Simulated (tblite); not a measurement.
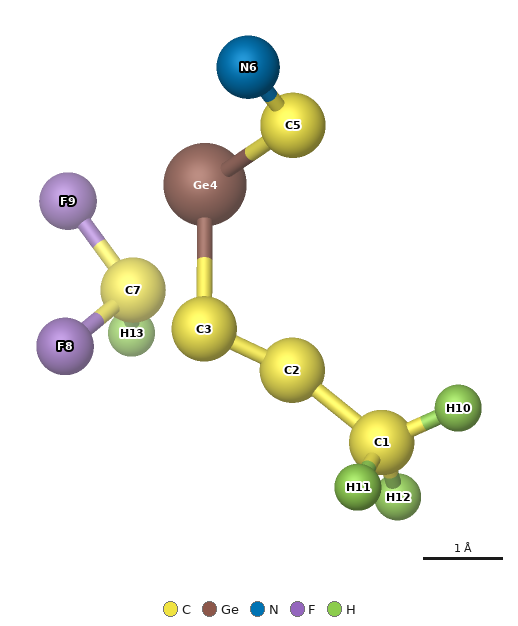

The input geometry (ball-and-stick view, seen at a tilt; atoms are numbered from 1 in the order of the input). Sticks mark near contacts. Bond lengths as drawn: C–C 1.25 to 1.48 Å, C–F 1.41 to 1.44 Å, C–Ge 2.07 Å, C–H 1.09 to 1.10 Å and C–N 1.18 Å.

Run report: C$_{5}$H$_{4}$F$_{2}$GeN (charge −1), saddle-point search

The run: saddle-point search of C$_{5}$H$_{4}$F$_{2}$GeN, charge −1. Method and program: GFN2-xTB saddle search (eigenvector following) and harmonic vibrations, gas phase (tblite 0.8.0).

The run did not end well.

## Log
```
step      E/eV     max force
  0    -737.60823   2.9373
  1    -737.94412   2.0613
  2    -738.18598   1.8567
  3    -738.35096   1.1843
  4    -738.44118   2.0278
  5    -738.41818   1.7175
  6    -738.49244   1.2352
  7    -738.57510   1.1699
  8    -738.66333   1.0060
  9    -738.75417   1.2631
 10    -738.82042   1.8555
 11    -738.93859   1.4642
 12    -739.04255   1.4228
 13    -739.06646   0.8690
 14    -739.10114   0.6929
 15    -739.12179   1.1771
 16    -739.14750   0.6691
 17    -739.19947   0.7268
 18    -739.24695   0.5760
 19    -739.29618   0.6660
 20    -739.35142   0.9946
 21    -739.40614   0.7534
 22    -739.47533   0.7386
 23    -739.53086   0.8277
 24    -739.58984   0.8311
 25    -739.64092   0.6497
 26    -739.68598   0.6832
 27    -739.72709   0.7483
 28    -739.76977   0.6292
 29    -739.80468   0.9706
 30    -739.82650   0.8793
 31    -739.86051   0.7022
 32    -739.87950   0.9720
 33    -739.89309   0.3023
 34    -739.89961   0.6639
 35    -739.89943   0.4200
 36    -739.90555   0.3334
 37    -739.91070   0.3606
 38    -739.91366   0.1971
 39    -739.91406   0.2857
 40    -739.91580   0.1992
 41    -739.91676   0.0198
 42    -739.91676   0.0088
 43    -739.91657   0.0538
 44    -739.91674   0.0107
 45    -739.91671   0.0149
 46    -739.91670   0.0073
 47    -739.91663   0.0249
 48    -739.91669   0.0024
lowest wavenumbers (cm-1): 29.3 36.0 46.6 52.9 73.3 156.5
```

## Trajectory as extended XYZ (Å, eV, eV/Å), 12 frames, from step=0 to step=48
```
13
Properties=species:S:1:pos:R:3:forces:R:3 step=0 energy=-737.60823
C     2.4513    0.2954   -0.4604    0.0580  -0.1700   0.3920
C     1.0925    0.1527    0.1213   -0.5260  -0.2330   1.2940
C     0.1964   -0.0601    0.9715    1.1720   1.2570  -2.3820
Ge   -1.5882    0.7004    0.2465    0.3270  -1.1730  -0.0080
C    -0.9178    2.6098    0.6954   -1.0760   0.3550   1.3770
N    -1.4512    3.1331    1.6149    0.9120  -0.0270  -1.0640
C    -1.8470   -1.6383   -0.5704   -0.4510   0.5300   0.9710
F    -1.3781   -2.1896    0.6407   -0.0820  -0.1590  -0.3400
F    -3.2511   -1.5099   -0.2642    0.0700   0.0990  -0.1790
H     2.7146    1.2581   -0.9205   -0.6390   0.0510   0.2420
H     3.1068    0.1792    0.4065    0.3340  -0.0860  -0.1220
H     2.7221   -0.4531   -1.2125   -0.3140  -0.2060   0.1750
H    -1.8503   -2.4778   -1.2688    0.2150  -0.2390  -0.3570
13
Properties=species:S:1:pos:R:3:forces:R:3 step=4 energy=-738.44118
C     2.5134    0.2161   -0.4148    0.0840  -0.0680   0.0680
C     1.1683    0.2538    0.1463   -0.3530  -0.1730   0.5430
C     0.1300    0.1916    0.7847    0.5580   0.2710  -0.7500
Ge   -1.7845    0.5838    0.4716    0.1110  -0.2060   0.2690
C    -1.1505    2.5843    0.6669   -0.8770   1.0440   1.5010
N    -1.4227    3.3581    1.5215    0.6560  -1.0290  -1.5490
C    -1.8520   -1.5754   -0.4840   -0.0950  -0.1960   0.2960
F    -1.2211   -2.3284    0.5241   -0.2250   0.2020  -0.3410
F    -3.2269   -1.6993   -0.1445    0.1450  -0.0990  -0.1580
H     2.7929    1.1982   -0.8080   -0.0200  -0.0470   0.0130
H     3.2319   -0.0654    0.3637   -0.0070   0.0110  -0.1160
H     2.5650   -0.5180   -1.2270    0.0190   0.0710   0.0830
H    -1.7437   -2.1995   -1.4006    0.0020   0.2210   0.1410
13
Properties=species:S:1:pos:R:3:forces:R:3 step=8 energy=-738.66333
C     2.5623    0.2274   -0.4246    0.1010  -0.0280  -0.0180
C     1.2110    0.2518    0.1096   -0.2090  -0.0750   0.2330
C     0.1243    0.2157    0.6449    0.1990   0.0970  -0.3330
Ge   -1.8243    0.5202    0.5970    0.1550  -0.1630   0.3020
C    -1.2171    2.5387    0.7397   -0.5030   0.4690   0.6730
N    -1.3270    3.3810    1.5480    0.2440  -0.5400  -0.8130
C    -1.9192   -1.5681   -0.4705   -0.1190   0.0110   0.0080
F    -1.3716   -2.2626    0.6109   -0.0710   0.0080  -0.0310
F    -3.3060   -1.7783   -0.3066    0.0540  -0.0100  -0.0860
H     2.7948    1.1885   -0.8936    0.0390  -0.0620   0.0250
H     3.2818    0.0395    0.3777    0.0320   0.0030  -0.0780
H     2.6484   -0.5639   -1.1766    0.0680   0.0530   0.0490
H    -1.6574   -2.1900   -1.3560    0.0110   0.2370   0.0710
13
Properties=species:S:1:pos:R:3:forces:R:3 step=13 energy=-739.06646
C     2.6188    0.2456   -0.4060    0.2470   0.0390  -0.0700
C     1.2484    0.2293    0.0823   -0.0090   0.0070   0.0470
C     0.1240    0.1971    0.5189    0.0340  -0.0080  -0.0310
Ge   -1.7965    0.3613    0.9339    0.2210  -0.0880   0.1550
C    -1.3892    2.3737    0.6145   -0.2580   0.3720   0.5020
N    -1.2542    3.3556    1.2334   -0.0390  -0.5640  -0.6600
C    -2.0281   -1.4787   -0.3560   -0.0440   0.0750   0.0780
F    -1.4063   -2.2882    0.5946   -0.0620  -0.0500  -0.0250
F    -3.3649   -1.8784   -0.2890   -0.0020   0.0680  -0.0630
H     2.9189    1.2797   -0.6595   -0.0580  -0.4050   0.0840
H     3.2990   -0.1465    0.3699   -0.1300   0.1240  -0.3030
H     2.6970   -0.3822   -1.3098    0.0820   0.1930   0.2690
H    -1.6671   -1.8684   -1.3271    0.0170   0.2380   0.0160
13
Properties=species:S:1:pos:R:3:forces:R:3 step=17 energy=-739.19947
C     2.6089    0.2289   -0.4276    0.0840  -0.0080  -0.0210
C     1.2514    0.2326    0.0965    0.0390  -0.0270   0.0090
C     0.1337    0.2068    0.5477    0.0020  -0.0250   0.0140
Ge   -1.7681    0.3187    1.0432    0.1350  -0.0750   0.1520
C    -1.4672    2.3216    0.6560   -0.1180   0.3050   0.3200
N    -1.2756    3.3482    1.1742   -0.1270  -0.5060  -0.5060
C    -2.0055   -1.4355   -0.3263   -0.0840   0.0380   0.0390
F    -1.4847   -2.2995    0.6384   -0.0510  -0.0620  -0.0680
F    -3.3370   -1.8415   -0.4337    0.0650   0.1110  -0.0290
H     2.8960    1.2388   -0.7388    0.0140  -0.0810   0.0190
H     3.3100   -0.1191    0.3383    0.0000   0.0260  -0.0750
H     2.6710   -0.4385   -1.2937    0.0540   0.0480   0.0510
H    -1.5329   -1.7616   -1.2742   -0.0130   0.2560   0.0950
13
Properties=species:S:1:pos:R:3:forces:R:3 step=21 energy=-739.40614
C     2.6341    0.2216   -0.4366    0.0470  -0.0100  -0.0090
C     1.2673    0.2148    0.0655    0.0450  -0.0220   0.0350
C     0.1506    0.1859    0.5182    0.0240  -0.0310   0.0690
Ge   -1.6942    0.2406    1.2034    0.1040  -0.0420   0.0820
C    -1.5716    2.1999    0.6584    0.0080   0.3840   0.2300
N    -1.3405    3.2885    1.0024   -0.2290  -0.5960  -0.4000
C    -2.0366   -1.3647   -0.2453    0.0160  -0.0190   0.0300
F    -1.5268   -2.3520    0.6028   -0.0560   0.0010  -0.1350
F    -3.3419   -1.7840   -0.4716    0.0190   0.1560   0.0100
H     2.9235    1.2314   -0.7398    0.0060  -0.0240   0.0000
H     3.3167   -0.1193    0.3470    0.0410   0.0070  -0.0440
H     2.7282   -0.4446   -1.2988    0.0210   0.0160   0.0130
H    -1.5088   -1.5181   -1.2054   -0.0460   0.1790   0.1190
13
Properties=species:S:1:pos:R:3:forces:R:3 step=26 energy=-739.68598
C     2.7488    0.2108   -0.4187    0.0280   0.0010  -0.0040
C     1.3716    0.1937    0.0587    0.0360  -0.0140   0.0420
C     0.2445    0.1635    0.4864    0.0320  -0.0230   0.0620
Ge   -1.5295    0.1427    1.3448    0.0470  -0.0110   0.0410
C    -1.7424    1.9935    0.6087    0.0570   0.4650   0.1310
N    -1.6561    3.1488    0.7094   -0.1820  -0.6170  -0.2300
C    -2.0905   -1.2673   -0.1475    0.0420  -0.0690  -0.0460
F    -1.5263   -2.4177    0.4076   -0.1300   0.0880  -0.1500
F    -3.4387   -1.5791   -0.2518    0.0990   0.0980   0.0410
H     3.0633    1.2333   -0.6463   -0.0120  -0.0270  -0.0010
H     3.4087   -0.1932    0.3549    0.0360   0.0090  -0.0420
H     2.8567   -0.3971   -1.3213   -0.0070   0.0120   0.0120
H    -1.7101   -1.2320   -1.1847   -0.0460   0.0890   0.1450
13
Properties=species:S:1:pos:R:3:forces:R:3 step=30 energy=-739.82650
C     2.8340    0.2028   -0.4007    0.0220   0.0010   0.0100
C     1.4620    0.1677    0.0933    0.0580  -0.0060   0.0110
C     0.3296    0.1344    0.5070   -0.0250  -0.0070   0.0410
Ge   -1.4195    0.0763    1.4177    0.0010   0.0190   0.0250
C    -1.8394    1.8355    0.5833    0.0740   0.7900   0.0910
N    -1.9072    2.9959    0.5240   -0.0900  -0.8680  -0.1080
C    -2.1191   -1.1899   -0.1035    0.0850  -0.1850  -0.0950
F    -1.5618   -2.4378    0.1886   -0.1470   0.2100  -0.1240
F    -3.4833   -1.4217   -0.0677    0.0270   0.0360   0.0320
H     3.1119    1.2214   -0.6852   -0.0100  -0.0170  -0.0020
H     3.5206   -0.1392    0.3800    0.0040   0.0090  -0.0310
H     2.9499   -0.4464   -1.2725   -0.0110   0.0050   0.0010
H    -1.8778   -0.9991   -1.1644    0.0120   0.0130   0.1490
13
Properties=species:S:1:pos:R:3:forces:R:3 step=34 energy=-739.89961
C     2.8162    0.1709   -0.4189   -0.0090  -0.0100  -0.0280
C     1.4964    0.1508    0.2083   -0.0240   0.0130  -0.0120
C     0.3952    0.1352    0.7028    0.0930   0.0010  -0.0580
Ge   -1.3890    0.0268    1.5497    0.0050   0.0030  -0.0290
C    -1.8907    1.7114    0.6207   -0.0260   0.6630  -0.0230
N    -2.1345    2.8137    0.3515    0.0590  -0.6490   0.0660
C    -2.0365   -1.1080   -0.0852    0.0580   0.0060  -0.0610
F    -1.6029   -2.4176    0.0491    0.0100  -0.0070  -0.0240
F    -3.4132   -1.2213   -0.1302   -0.0720   0.0140  -0.0050
H     3.0286    1.1608   -0.8398   -0.0370  -0.0940   0.0500
H     3.5944   -0.0688    0.3146   -0.0490   0.0050  -0.0610
H     2.8584   -0.5664   -1.2305    0.0170   0.0840   0.1070
H    -1.7224   -0.7876   -1.0922   -0.0250  -0.0300   0.0780
13
Properties=species:S:1:pos:R:3:forces:R:3 step=39 energy=-739.91406
C     2.8511    0.1604   -0.4136    0.0940   0.0090  -0.0460
C     1.5246    0.1391    0.1930    0.0210   0.0030  -0.0130
C     0.4189    0.1259    0.6747   -0.0130  -0.0020   0.0030
Ge   -1.3415   -0.0038    1.5631   -0.0030  -0.0050  -0.0070
C    -1.8923    1.6900    0.6798   -0.0720   0.2640  -0.0790
N    -2.2520    2.7325    0.3299    0.0790  -0.2630   0.0790
C    -2.0558   -1.0719   -0.0918    0.0080   0.0030   0.0140
F    -1.6250   -2.3877   -0.0435    0.0070  -0.0180  -0.0010
F    -3.4353   -1.1756   -0.0811   -0.0320   0.0040   0.0080
H     3.0121    1.1058   -0.9493   -0.0090  -0.1510   0.0800
H     3.6270    0.0577    0.3574   -0.0940   0.0160  -0.1250
H     2.9543   -0.6679   -1.1272    0.0080   0.1280   0.1020
H    -1.7860   -0.7046   -1.0914    0.0050   0.0110  -0.0150
13
Properties=species:S:1:pos:R:3:forces:R:3 step=43 energy=-739.91657
C     2.8777    0.1754   -0.4049    0.0300   0.0000  -0.0100
C     1.5414    0.1383    0.1797    0.0040   0.0000  -0.0010
C     0.4272    0.1118    0.6417    0.0010   0.0000   0.0000
Ge   -1.3238    0.0002    1.5506    0.0000   0.0000  -0.0010
C    -1.8801    1.6820    0.6466    0.0070  -0.0210   0.0060
N    -2.2545    2.7065    0.2687   -0.0060   0.0200  -0.0060
C    -2.0872   -1.0796   -0.0744    0.0000   0.0010   0.0000
F    -1.6604   -2.3972   -0.0382    0.0000   0.0000   0.0000
F    -3.4669   -1.1765   -0.0098   -0.0010   0.0000   0.0000
H     3.0747    1.1587   -0.8437   -0.0030  -0.0460   0.0170
H     3.6364   -0.0230    0.3598   -0.0330   0.0110  -0.0410
H     2.9705   -0.5809   -1.1908    0.0020   0.0360   0.0340
H    -1.8550   -0.7157   -1.0852    0.0000   0.0000   0.0000
13
Properties=species:S:1:pos:R:3:forces:R:3 step=48 energy=-739.91669
C     2.8788    0.1795   -0.4043    0.0010   0.0000  -0.0010
C     1.5419    0.1382    0.1787    0.0000   0.0000   0.0000
C     0.4273    0.1083    0.6393    0.0000   0.0000   0.0000
Ge   -1.3237    0.0012    1.5489    0.0000   0.0000   0.0000
C    -1.8758    1.6811    0.6393    0.0000   0.0000   0.0000
N    -2.2451    2.7068    0.2591    0.0000   0.0000   0.0000
C    -2.0910   -1.0832   -0.0712    0.0000   0.0000   0.0000
F    -1.6687   -2.4022   -0.0288    0.0000   0.0000   0.0000
F    -3.4710   -1.1751   -0.0055    0.0000   0.0000   0.0000
H     3.0828    1.1696   -0.8203    0.0000  -0.0020   0.0000
H     3.6348   -0.0407    0.3548   -0.0010   0.0010  -0.0020
H     2.9678   -0.5583   -1.2061    0.0000   0.0010   0.0020
H    -1.8579   -0.7251   -1.0839    0.0000   0.0000   0.0000
```

The run was set up as follows.

## Input
```
{"job": {"xc": "GFN2-xTB", "basis": "xTB", "kind": "saddle"}, "charge": -1, "multiplicity": 1}
C      2.451305     0.295449    -0.460375
C      1.092480     0.152735     0.121299
C      0.196408    -0.060130     0.971463
Ge    -1.588168     0.700429     0.246542
C     -0.917795     2.609790     0.695398
N     -1.451190     3.133075     1.614886
C     -1.847024    -1.638272    -0.570441
F     -1.378126    -2.189603     0.640741
F     -3.251092    -1.509860    -0.264177
H      2.714586     1.258061    -0.920485
H      3.106838     0.179237     0.406459
H      2.722079    -0.453076    -1.212466
H     -1.850302    -2.477835    -1.268844
```

The first line tells a small driver script what to run in tblite; the rest is the geometry in Å.

Launch command:
```bash
OMP_NUM_THREADS=1 python <driver script> task.json out
```

## What the run reported

```tsv
quantity	value
outcome	not converged
total energy	−739.9167 eV
point group	C1
hardware	1 CPU thread, shared host
wall time	11 s
peak memory	0.2 GiB
```

## Diagnosis

The run did not converge. At least one of its steps failed, so the values that rest on that step are not results. Checks after the run noted: the stationary point has 0 imaginary modes.
